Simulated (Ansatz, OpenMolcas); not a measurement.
[PH2]− (phosphanide): the energy, rung by rung

[PH2]− has 3 atoms, charge -1, and is taken as a singlet. As SMILES, `[PH2-]`. The coordinates come from a GFN2-xTB relaxation.

| atom | x (Å) | y (Å) | z (Å) |
| --- | --- | --- | --- |
| P | 0.4989 | -0.2936 | 0.2450 |
| H | 0.1056 | 0.9902 | 0.1651 |
| H | -0.6045 | -0.6966 | -0.4102 |

Each level gives the energy change with the P1–H2 bond stretched from 1.345 to 1.681 Å (eV). The values are calculated.

| level | kind | program | value (eV) | less FCI/3-21G | CPU time (all runs) |
| --- | --- | --- | --- | --- | --- |
| SVWN5/3-21G (restricted) | LDA | Ansatz | 0.03 | +0.02 | 0.7 s |
| r2SCAN/3-21G (restricted) | meta-GGA | Ansatz | 0.08 | +0.07 | 2.7 s |
| B3LYP/3-21G (restricted) | global hybrid | Ansatz | 0.07 | +0.06 | 1.1 s |
| BHLYP/3-21G (restricted) | global hybrid | Ansatz | 0.14 | +0.13 | 1.1 s |
| CAM-B3LYP/3-21G (restricted) | range-separated hybrid | Ansatz | 0.11 | +0.10 | 1.2 s |
| wB97M-V/3-21G (restricted) | range-separated hybrid | Ansatz | 0.10 | +0.09 | 13 s |
| BCCD(T)/3-21G (restricted) | coupled cluster or CI | Ansatz | 0.01 | 0.00 | 0.43 s |
| CCSDTQ/3-21G (restricted) | coupled cluster or CI | Ansatz | 0.01 | 0.00 | 3.5 s |
| FCI/3-21G | exact in the basis | OpenMolcas | 0.01 | 0.00 | 12 s |

FCI/3-21G is exact within its basis and frozen core, so for wave-function methods in that basis the difference is their error; functionals converge differently with the basis, so for them it is only a difference. Sets without diffuse functions describe the anion poorly. The first shape isn't each level's own minimum. The values span 0.01 to 0.14 eV. All rows use very small basis sets, so none should be taken for the real molecule's value. Times are those of the runs behind each value, whatever else they computed, on shared processors of several kinds: orders of magnitude only.

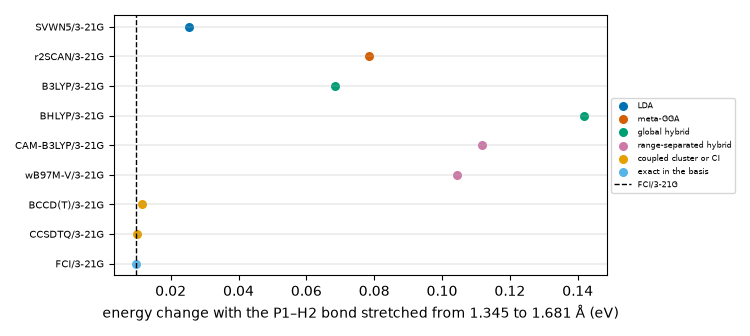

The values of the table, level by level.
